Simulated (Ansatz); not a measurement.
# CHSi (quartet): one geometry, many settings at distance Si1–H3 = 2.418 Å

What do other methods and options give for CHSi (quartet) at this geometry, and how long do they take?

Method: the settings change from run to run; program: Ansatz 0.2.0, Gaussian basis.

14 further runs of the same task are left out: 2 for a mislabelled method, 7 that didn't finish, 5 set aside as unsound or not needed.

## Step 1: The system

The geometry derives from a PBE0/def2-TZVP stationary point (not a proven minimum). One bond is set to the value named and the two fragments are kept rigid.

3 atoms, charge 0, spin multiplicity 4.

Atoms are counted from 1 here; the program's logs count them from 0.

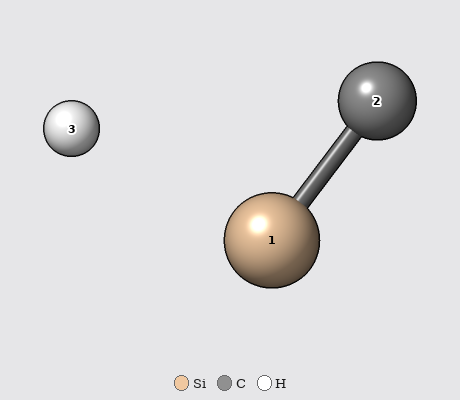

The structure; silicon light orange, carbon grey, hydrogen white; atoms are numbered from 1 in the order of the file.

## Step 2: HF/def2-SVP

Contents of in.yaml:

```yaml
crystal:
  periodic: [false, false, false]
  atoms:
    - {symbol: Si, position_ang: [0.000000, -0.104397, 0.522397]}
    - {symbol: C, position_ang: [0.000000, 0.055056, -1.310588]}
    - {symbol: H, position_ang: [0.000000, 2.252883, 1.060871]}
basis:
  gaussian: {orbitals: def2-SVP}
magnetization: {spin_polarized: false, initial_magnetization: 3}
hamiltonian: {xc: hf}
accuracy: high
output: {forces: true, orbitals: {seedname: orbitals}}
```

Launch:

```console
$ ansatz run in.yaml --threads 1 --pin off --events-out ev --progress --plain --max-ram 2393MiB
```

Standard output:

```text
Functional definition: HF
  name "HF"
  cite "Fock, Z. Phys. 61, 126 (1930) doi:10.1007/BF01340294"
  parent pbe
  exchange = exact_x
  correlation = 0
680 factors; integrals over basis functions are off by at most 3.8e-9 eV
mean field evaluation 1: about -8895.6110 eV, gradient 9.0e0 eV
mean field evaluation 2: about -8895.6481 eV, gradient 9.1e0 eV
mean field evaluation 4: about -8896.6849 eV, gradient 2.6e0 eV
mean field evaluation 8: about -8897.4667 eV, gradient 9.9e-1 eV
mean field evaluation 16: about -8897.4970 eV, gradient 5.6e-3 eV
mean field evaluation 32: about -8896.8493 eV, gradient 6.7e-1 eV
mean field evaluation 64: about -8896.8914 eV, gradient 9.4e-2 eV
mean field evaluation 96: about -8896.8632 eV, gradient 2.1e-4 eV
mean field evaluation 128: about -8878.4835 eV, gradient 1.1e1 eV
mean field -8897.49697308 eV, -326.9769828207 hartree, gradient 1.8e-8 eV, S^2 3.750000; 5 other end points of the search recorded, 0 dependent functions left out
the calculation of the forces begins
reference -8897.49697308 eV, -326.9769828207 hartree; 12, 9 occupied and 25, 28 virtual orbitals, 680 factors
Total energy: -8897.49697308 eV, -326.9769828207 hartree
Atom 0 at     0.000000    -0.104397     0.522397 Å, force     0.000000     2.621739     0.721822 eV/Å
Atom 1 at     0.000000     0.055056    -1.310588 Å, force     0.000000     0.128499     0.006794 eV/Å
Atom 2 at     0.000000     2.252883     1.060871 Å, force    -0.000000    -2.750238    -0.728616 eV/Å
Dipole moment:     0.000000    -0.527371    -0.139840 e Å
```

Wall time 0.66 s (1 thread of AMD EPYC 9R14, shared host).

## Step 3: CCSDT on UHF/6-31G

Contents of in.yaml:

```yaml
crystal:
  periodic: [false, false, false]
  atoms:
    - {symbol: Si, position_ang: [0.000000, -0.104397, 0.522397]}
    - {symbol: C, position_ang: [0.000000, 0.055056, -1.310588]}
    - {symbol: H, position_ang: [0.000000, 2.252883, 1.060871]}
basis:
  gaussian: {orbitals: 6-31G}
magnetization: {spin_polarized: true, initial_magnetization: 3}
correlation: {method: ccsdt, electrons: valence}
```

The command is unchanged.

Standard output, cut to the lines that bear on the results:

```text
Functional definition: HF
  name "HF"
  cite "Fock, Z. Phys. 61, 126 (1930) doi:10.1007/BF01340294"
  parent pbe
[...]
519 factors; integrals over basis functions are off by at most 6.9e-8 eV
[...]
mean field -8900.48441083 eV, -327.0867691332 hartree, gradient 6.1e-6 eV, S^2 4.226732; 14 other end points of the search recorded, 0 dependent functions left out
determinant -8900.48441083 eV, -327.0867691332 hartree, with singles and doubles -8903.33725534 eV, -327.1916092349 hartree
determinant -8900.11180978 eV, -327.0730762970 hartree, with singles and doubles -8902.84991721 eV, -327.1736998890 hartree
determinant -8899.70028629 eV, -327.0579530875 hartree, with singles and doubles -8902.93976340 eV, -327.1770016755 hartree
determinant -8900.48441083 eV, -327.0867691332 hartree, with singles and doubles -8903.35228557 eV, -327.1921615857 hartree
determinant -8900.11180978 eV, -327.0730762970 hartree, with singles and doubles -8902.89717669 eV, -327.1754366428 hartree
determinant -8899.70028629 eV, -327.0579530875 hartree, with singles and doubles -8903.21773652 eV, -327.1872169994 hartree
determinant -8899.62180291 eV, -327.0550688766 hartree, with singles and doubles -8903.21145860 eV, -327.1869862900 hartree
6 core orbitals not correlated: weight in the atoms' cores, before any rotation towards them, 1.000 or more for the frozen orbitals, at most 0.000 for the correlated occupied ones
reference -8900.48441083 eV, -327.0867691332 hartree; 6, 3 occupied and 12, 15 virtual orbitals, 519 factors
second order -1.83508148 eV of doubles, -0.00000000 eV of singles
cycle   1  -2.22049637 eV  change   -3.9e-1 eV  update   9.3e-2
[...]
cycle  28  -3.02064207 eV  change   -7.6e-7 eV  update   4.6e-7
Total energy: -8903.50505290 eV, -327.1977756817 hartree
```

Wall time 2.5 s (1 thread of AMD EPYC 9R14, shared host).

From the report: ⟨S²⟩ of the determinant 4.227 (pure quartet: 3.75); correlation -3.0206 eV; T1 0.076; largest double amplitude 0.13.

## Step 4: CCSD(T) on ROHF/6-31G

in.yaml, as its differences from that of step 3:

```diff
@@ -8,3 +8,3 @@
   gaussian: {orbitals: 6-31G}
-magnetization: {spin_polarized: true, initial_magnetization: 3}
-correlation: {method: ccsdt, electrons: valence}
+magnetization: {spin_polarized: false, initial_magnetization: 3}
+correlation: {method: ccsd_t, electrons: valence}
```

Same command.

Standard output, cut to the lines that bear on the results:

```text
Functional definition: HF
  name "HF"
  cite "Fock, Z. Phys. 61, 126 (1930) doi:10.1007/BF01340294"
  parent pbe
[...]
299 factors; integrals over basis functions are off by at most 1.4e-4 eV
[...]
mean field -8899.66506761 eV, -327.0566588250 hartree, gradient 1.4e-6 eV, S^2 3.750000; 14 other end points of the search recorded, 0 dependent functions left out
[...]
determinant -8899.66506761 eV, -327.0566588250 hartree, with singles and doubles -8903.29198303 eV, -327.1899455083 hartree
determinant -8899.05922711 eV, -327.0343945974 hartree, with singles and doubles -8903.08853419 eV, -327.1824689012 hartree
determinant -8899.05288948 eV, -327.0341616935 hartree, with singles and doubles -8902.85921870 eV, -327.1740417123 hartree
determinant -8899.04883824 eV, -327.0340128134 hartree, with singles and doubles -8903.25630204 eV, -327.1886342562 hartree
[...]
determinant -8899.05922711 eV, -327.0343945974 hartree, with singles and doubles -8903.28274764 eV, -327.1896061141 hartree
determinant -8899.05288948 eV, -327.0341616935 hartree, with singles and doubles -8902.87151378 eV, -327.1744935485 hartree
determinant -8899.04883824 eV, -327.0340128134 hartree, with singles and doubles -8903.29313298 eV, -327.1899877682 hartree
determinant -8898.98573035 eV, -327.0316936413 hartree, with singles and doubles -8903.30398137 eV, -327.1903864392 hartree
[...]
6 core orbitals not correlated: weight in the atoms' cores, before any rotation towards them, 1.000 or more for the frozen orbitals, at most 0.000 for the correlated occupied ones
reference -8898.98573035 eV, -327.0316936413 hartree; 6, 3 occupied and 12, 15 virtual orbitals, 299 factors
second order -3.03850173 eV of doubles, -0.40058125 eV of singles
cycle   1  -4.31825214 eV  change   -1.1e-6 eV  update   4.1e-6
perturbative correction -0.15333850 eV, -0.0056350860 hartree
Total energy: -8903.45732099 eV, -327.1960215664 hartree
```

It took 1.9 s on 1 thread of AMD EPYC 9R14, shared host.

From the report: correlation -4.4716 eV; T1 0.076; largest double amplitude 0.16.

## Step 5: CASSCF(9,7)/def2-SVP

in.yaml, as its differences from that of step 4:

```diff
@@ -7,4 +7,6 @@
 basis:
-  gaussian: {orbitals: 6-31G}
+  gaussian: {orbitals: def2-SVP}
 magnetization: {spin_polarized: false, initial_magnetization: 3}
-correlation: {method: ccsd_t, electrons: valence}
+correlation: {active_space: {window: {electrons: 9, orbitals: 7}}}
+scf: {lower_state_search: off}
+output: {forces: true}
```

Launched as before.

Standard output, cut to the lines that bear on the results:

```text
Functional definition: HF
  name "HF"
  cite "Fock, Z. Phys. 61, 126 (1930) doi:10.1007/BF01340294"
  parent pbe
[...]
362 factors; integrals over basis functions are off by at most 1.1e-3 eV
[...]
mean field -8897.49691616 eV, -326.9769807287 hartree, gradient 2.9e-6 eV, S^2 3.750000; 0 other end points of the search recorded, 0 dependent functions left out
reference -8897.49691616 eV, -326.9769807287 hartree; 12, 9 occupied and 25, 28 virtual orbitals, 362 factors
state -8898.10835056 eV, -326.9994505286 hartree
[...]
Total energy: -8898.10835056 eV, -326.9994505286 hartree
Atom 0 at     0.000000    -0.104397     0.522397 Å, force    -0.000000     2.693769     0.637976 eV/Å
Atom 1 at     0.000000     0.055056    -1.310588 Å, force    -0.000000     0.080142     0.062193 eV/Å
Atom 2 at     0.000000     2.252883     1.060871 Å, force     0.000000    -2.773911    -0.700170 eV/Å
Dipole moment:     0.000000    -0.557475    -0.090732 e Å
Checks for a lower state left out: stability, starts, cluster_reference, orbital_swaps, neighbouring_geometries, increment
```

Wall time 0.24 s (1 thread of AMD EPYC 9R14, shared host).

From the report: 245 determinants; active occupations 2.00, 2.00, 1.92, 1.01, 1.00, 0.99, 0.08.

## Step 6: CCSDT(Q)/B on ROHF/6-31G

in.yaml, as its differences from that of step 5:

```diff
@@ -7,6 +7,5 @@
 basis:
-  gaussian: {orbitals: def2-SVP}
+  gaussian: {orbitals: 6-31G}
 magnetization: {spin_polarized: false, initial_magnetization: 3}
-correlation: {active_space: {window: {electrons: 9, orbitals: 7}}}
+correlation: {method: ccsdt_q_b, electrons: outside_noble_gas}
 scf: {lower_state_search: off}
-output: {forces: true}
```

Same command.

Standard output, cut to the lines that bear on the results:

```text
Functional definition: HF
  name "HF"
  cite "Fock, Z. Phys. 61, 126 (1930) doi:10.1007/BF01340294"
  parent pbe
[...]
519 factors; integrals over basis functions are off by at most 6.9e-8 eV
[...]
mean field -8899.66515571 eV, -327.0566620626 hartree, gradient 1.5e-6 eV, S^2 3.750000; 0 other end points of the search recorded, 0 dependent functions left out
6 core orbitals not correlated: weight in the atoms' cores, before any rotation towards them, 1.000 or more for the frozen orbitals, at most 0.000 for the correlated occupied ones
reference -8899.66515571 eV, -327.0566620626 hartree; 6, 3 occupied and 12, 15 virtual orbitals, 519 factors
second order -2.26357592 eV of doubles, -0.05383544 eV of singles
cycle   1  -2.89704987 eV  change   -5.8e-1 eV  update   1.2e-1
[...]
cycle  27  -3.83802397 eV  change   -8.0e-7 eV  update   7.1e-7
perturbative correction -0.01637154 eV, -0.0006016429 hartree
Total energy: -8903.51955121 eV, -327.1983084847 hartree
Checks for a lower state left out: stability, starts, cluster_reference, orbital_swaps, neighbouring_geometries, increment
```

Run time: 1.9 s. Hardware: 1 thread of AMD EPYC 9R14, shared host.

From the report: correlation -3.8544 eV; T1 0.107; largest double amplitude 0.25.

## Step 7: CASSCF(3,5)/6-31G

in.yaml, as its differences from that of step 6:

```diff
@@ -9,3 +9,3 @@
 magnetization: {spin_polarized: false, initial_magnetization: 3}
-correlation: {method: ccsdt_q_b, electrons: outside_noble_gas}
+correlation: {active_space: {window: {electrons: 3, orbitals: 5}, states: [{multiplicity: 4, weights: [1, 1, 1]}]}}
 scf: {lower_state_search: off}
```

Same command.

Standard output, cut to the lines that bear on the results:

```text
Functional definition: HF
  name "HF"
  cite "Fock, Z. Phys. 61, 126 (1930) doi:10.1007/BF01340294"
  parent pbe
[...]
519 factors; integrals over basis functions are off by at most 6.9e-8 eV
[...]
mean field -8899.66515571 eV, -327.0566620626 hartree, gradient 1.5e-6 eV, S^2 3.750000; 0 other end points of the search recorded, 0 dependent functions left out
reference -8899.66515571 eV, -327.0566620626 hartree; 12, 9 occupied and 12, 15 virtual orbitals, 519 factors
state -8898.96926713 eV, -327.0310886291 hartree
state -8896.99741522 eV, -326.9586244080 hartree
state -8895.36283065 eV, -326.8985545329 hartree
Total energy: -8897.10983767 eV, -326.9627558567 hartree
Checks for a lower state left out: stability, starts, cluster_reference, orbital_swaps, neighbouring_geometries, increment
```

It took 0.21 s on 1 thread of AMD EPYC 9R14, shared host.

From the report: 10 determinants; active occupations (of the averaged states) 1.00, 0.83, 0.50, 0.49, 0.17.

## Step 8: CCSDT(Q)/B on ROHF/6-31G

in.yaml, as its differences from that of step 7:

```diff
@@ -9,3 +9,3 @@
 magnetization: {spin_polarized: false, initial_magnetization: 3}
-correlation: {active_space: {window: {electrons: 3, orbitals: 5}, states: [{multiplicity: 4, weights: [1, 1, 1]}]}}
-scf: {lower_state_search: off}
+correlation: {method: ccsdt_q_b, electrons: valence, diis_vectors: 12}
+output: {forces: true}
```

The command is unchanged.

Standard output, cut to the lines that bear on the results:

```text
Functional definition: HF
  name "HF"
  cite "Fock, Z. Phys. 61, 126 (1930) doi:10.1007/BF01340294"
  parent pbe
[...]
519 factors; integrals over basis functions are off by at most 6.9e-8 eV
[...]
mean field -8899.66515571 eV, -327.0566620626 hartree, gradient 1.5e-6 eV, S^2 3.750000; 14 other end points of the search recorded, 0 dependent functions left out
[...]
determinant -8899.66515571 eV, -327.0566620626 hartree, with singles and doubles -8903.29210138 eV, -327.1899498576 hartree
determinant -8899.05937933 eV, -327.0344001914 hartree, with singles and doubles -8903.08871378 eV, -327.1824755013 hartree
determinant -8899.05303859 eV, -327.0341671733 hartree, with singles and doubles -8902.85935944 eV, -327.1740468845 hartree
determinant -8899.04899365 eV, -327.0340185246 hartree, with singles and doubles -8903.25642928 eV, -327.1886389322 hartree
[...]
6 core orbitals not correlated: weight in the atoms' cores, before any rotation towards them, 1.000 or more for the frozen orbitals, at most 0.000 for the correlated occupied ones
reference -8898.98587395 eV, -327.0316989186 hartree; 6, 3 occupied and 12, 15 virtual orbitals, 519 factors
second order -3.03852203 eV of doubles, -0.40058085 eV of singles
cycle   1  -3.77523910 eV  change   -3.1e-1 eV  update   1.2e-1
[...]
cycle  23  -4.50874418 eV  change   -1.7e-7 eV  update   7.5e-7
perturbative correction -0.02508174 eV, -0.0009217370 hartree
[...]
Total energy: -8903.51969987 eV, -327.1983139479 hartree
Atom 0 at     0.000000    -0.104397     0.522397 Å, force    -0.000000     0.819211     0.664850 eV/Å
Atom 1 at     0.000000     0.055056    -1.310588 Å, force    -0.000000     0.088214    -0.417193 eV/Å
Atom 2 at     0.000000     2.252883     1.060871 Å, force     0.000000    -0.907425    -0.247657 eV/Å
Dipole moment:    -0.000000    -0.203818     0.101997 e Å
```

It took 12 s on 1 thread of AMD EPYC 9R14, shared host.

From the report: correlation -4.5338 eV; T1 0.076; largest double amplitude 0.17.

## Step 9: HF/def2-mTZVP

Contents of in.yaml:

```yaml
crystal:
  periodic: [false, false, false]
  atoms:
    - {symbol: Si, position_ang: [0.000000, -0.104397, 0.522397]}
    - {symbol: C, position_ang: [0.000000, 0.055056, -1.310588]}
    - {symbol: H, position_ang: [0.000000, 2.252883, 1.060871]}
basis:
  gaussian: {orbitals: def2-mTZVP, fitting: {mean_field: def2-universal-jkfit}}
magnetization: {spin_polarized: false, initial_magnetization: 3}
hamiltonian: {xc: hf}
accuracy: high
output: {forces: true, orbitals: {seedname: orbitals}}
```

Launched as before.

Standard output, cut to the lines that bear on the results:

```text
Functional definition: HF
  name "HF"
  cite "Fock, Z. Phys. 61, 126 (1930) doi:10.1007/BF01340294"
  parent pbe
[...]
221 factors; integrals over basis functions are off by at most 1.1e0 eV
[...]
mean field -8901.19864202 eV, -327.1130166450 hartree, gradient 2.8e-8 eV, S^2 3.750000; 7 other end points of the search recorded, 0 dependent functions left out
[...]
reference -8901.19864202 eV, -327.1130166450 hartree; 12, 9 occupied and 32, 35 virtual orbitals, 221 factors
Total energy: -8901.19864202 eV, -327.1130166450 hartree
Atom 0 at     0.000000    -0.104397     0.522397 Å, force    -0.000000     2.501088     0.538165 eV/Å
Atom 1 at     0.000000     0.055056    -1.310588 Å, force     0.000000     0.107620     0.151687 eV/Å
Atom 2 at     0.000000     2.252883     1.060871 Å, force    -0.000000    -2.608708    -0.689852 eV/Å
Dipole moment:    -0.000000    -0.587028    -0.126569 e Å
```

It took 0.54 s on 1 thread of AMD EPYC 9R14, shared host.

## Step 10: CCSD(T)/6-31G

Contents of in.yaml:

```yaml
crystal:
  periodic: [false, false, false]
  atoms:
    - {symbol: Si, position_ang: [0.000000, -0.104397, 0.522397]}
    - {symbol: C, position_ang: [0.000000, 0.055056, -1.310588]}
    - {symbol: H, position_ang: [0.000000, 2.252883, 1.060871]}
basis:
  gaussian: {orbitals: 6-31G}
magnetization: {spin_polarized: false, initial_magnetization: 3}
hamiltonian: {xc: {name: r2SCAN}}
correlation: {method: ccsd_t, electrons: outside_noble_gas}
accuracy: high
scf: {omitted_lower_state_checks: [cluster_reference]}
output: {forces: true}
```

The command is unchanged.

Standard output, cut to the lines that bear on the results:

```text
Functional definition: r2SCAN
  name "r2SCAN"
  cite "Furness, Kaplan, Ning, Perdew & Sun, J. Phys. Chem. Lett. 11, 8208 (2020) doi:10.1021/acs.jpclett.0c02405"
  cite "Furness, Kaplan, Ning, Perdew & Sun, J. Phys. Chem. Lett. 11, 9248 (2020) doi:10.1021/acs.jpclett.0c03077"
  parent r2scan
[...]
529 factors; integrals over basis functions are off by at most 3.7e-9 eV
[...]
mean field -8919.58954479 eV, -327.7888698563 hartree, gradient 4.5e-8 eV, S^2 3.750000; 10 other end points of the search recorded, 0 dependent functions left out
6 core orbitals not correlated: weight in the atoms' cores, before any rotation towards them, 1.000 or more for the frozen orbitals, at most 0.000 for the correlated occupied ones
reference -8898.70380015 eV, -327.0213328973 hartree; 6, 3 occupied and 12, 15 virtual orbitals, 529 factors
second order -3.41237072 eV of doubles, -0.58442246 eV of singles
cycle   1  -4.05392964 eV  change   -4.0e-2 eV  update   1.2e-1
[...]
cycle  33  -4.53033534 eV  change  -1.9e-10 eV  update  9.7e-10
perturbative correction -0.19069933 eV, -0.0070080710 hartree
[...]
Total energy: -8903.42483481 eV, -327.1948277213 hartree
Atom 0 at     0.000000    -0.104397     0.522397 Å, force    -0.000000     0.854736     0.675563 eV/Å
Atom 1 at     0.000000     0.055056    -1.310588 Å, force    -0.000000     0.088743    -0.419408 eV/Å
Atom 2 at     0.000000     2.252883     1.060871 Å, force     0.000000    -0.943479    -0.256154 eV/Å
Dipole moment:     0.000000    -0.206196     0.101047 e Å
Checks for a lower state left out: cluster_reference
```

Wall time 10 s (1 thread of AMD EPYC 9R14, shared host).

From the report: correlation -4.7210 eV; T1 0.057; largest double amplitude 0.21. The orbitals are Kohn-Sham ones, so correlation energy and T1 don't compare with those on Hartree-Fock orbitals.

## Step 11: All runs side by side

Where basis and cores are those of an earlier FCI/6-31G run (-8903.5269 eV), and the state is the same kind, the miss against it is given.

```
                                     level         correlated  functions  energy (eV)  from FCI (meV)    time
                               HF/def2-SVP                            37   -8897.4970                  0.66 s
                        CCSDT on UHF/6-31G            valence         24   -8903.5051            21.9   2.5 s
                     CCSD(T) on ROHF/6-31G            valence         24   -8903.4573            69.6   1.9 s
                      CASSCF(9,7)/def2-SVP                            37   -8898.1084                  0.24 s
                  CCSDT(Q)/B on ROHF/6-31G  outside noble gas         24   -8903.5196             7.4   1.9 s
CASSCF(3,5)/6-31G (mean of several states)                            24   -8897.1098                  0.21 s
                  CCSDT(Q)/B on ROHF/6-31G            valence         24   -8903.5197             7.2    12 s
                             HF/def2-mTZVP                            44   -8901.1986                  0.54 s
        CCSD(T)/6-31G (on r2SCAN orbitals)  outside noble gas         24   -8903.4248           102.1    10 s
```

## Step 12: Results

```
quantity                                               value
    runs                                                   9
quickest  CASSCF(3,5)/6-31G (mean of several states), 0.21 s
 slowest                      CCSDT(Q)/B on ROHF/6-31G, 12 s
```

**Reading.** Total energies in different bases, with other cores or another treatment of relativity can't be set against each other. CCSDT(Q)/B on ROHF/6-31G took 57 times as long as CASSCF(3,5)/6-31G (mean of several states); the jobs differ in more than the method. Among the correlated runs with a miss given, it spans +7 to +102 meV. Cores frozen from Kohn-Sham orbitals shift the total energy.
